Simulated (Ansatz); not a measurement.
**Exact exchange and the vertical ionisation energy of C2H3NO (Nitrosoethylene)**

C2H3NO has 7 atoms, charge 0, and is taken as a singlet. As SMILES, `C=CN=O`. The shape is that of a PBE0-D4/def2-TZVP optimisation. This is one conformer, not always the lowest.

The vertical ionisation energy (to the doublet cation) y, in eV, basis def2-SVPD; a is the functional's share of exact exchange. Programs: Ansatz 0.2.0.

```
functional  program     a  y (eV)
    r2SCAN   Ansatz     0    8.92
      BLYP   Ansatz     0    8.81
     B3LYP   Ansatz   0.2       ?
      PBE0   Ansatz  0.25    9.11
   r2SCAN0   Ansatz  0.25    9.12
     BHLYP   Ansatz   0.5    9.23
```

Fit y = c + s·a to the known rows and predict B3LYP.


1. Means of the 5 rows: a = 0.2000, y = 9.038.
2. Σ(Δa)² = 0.175, Σ(Δa·Δy) = 0.1345, so the slope is 0.1345/0.175 = 0.76857.
3. Intercept: 9.038 − (0.76857) × 0.2000 = 8.884. The largest residual of the fit is 0.074.
4. B3LYP: 8.884 + (0.76857) × 0.2 = 9.04 eV.

The run gave 9.17 eV, so the prediction is off by -0.13 eV, more than the largest residual. The rows mix families of semi-local functionals, which the line can't see.

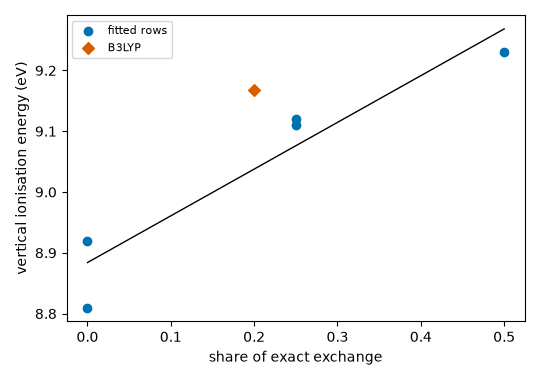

The fitted line, with the withheld row.
